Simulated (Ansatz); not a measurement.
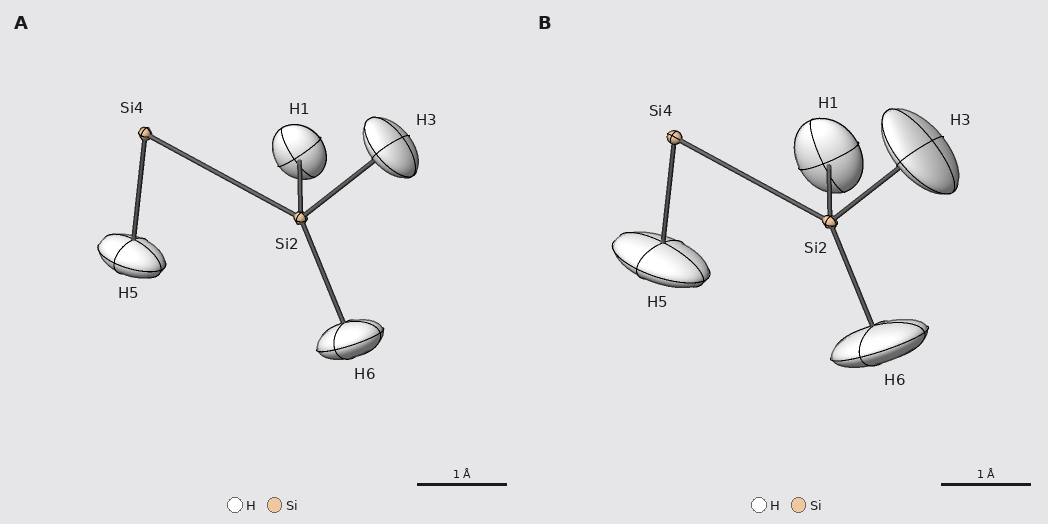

Displacement ellipsoids at the 50 % level, scaled by 1.5, from the internal vibrations of the free molecule (harmonic, no overall translation or rotation; no half-axis is drawn under 0.075 Å). Vibrations computed with RKS PBE0-D4/def2-TZVP (Ansatz 0.2.0). One panel is for 298 K, the other for 900 K.

Which panel is for 900 K?

B.

How much does the mean-square displacement of H6 grow, and why?

U_eq goes from 0.0209 to 0.0413 Å², a factor of 2.0. Modes below kT (626 cm⁻¹ at 900 K) grow about in proportion to T, and the lowest lies at 386 cm⁻¹; the mean-square amplitude of a mode is its zero-point value times coth(ħω/2kT), which comes close to 1 only above about 3kT.
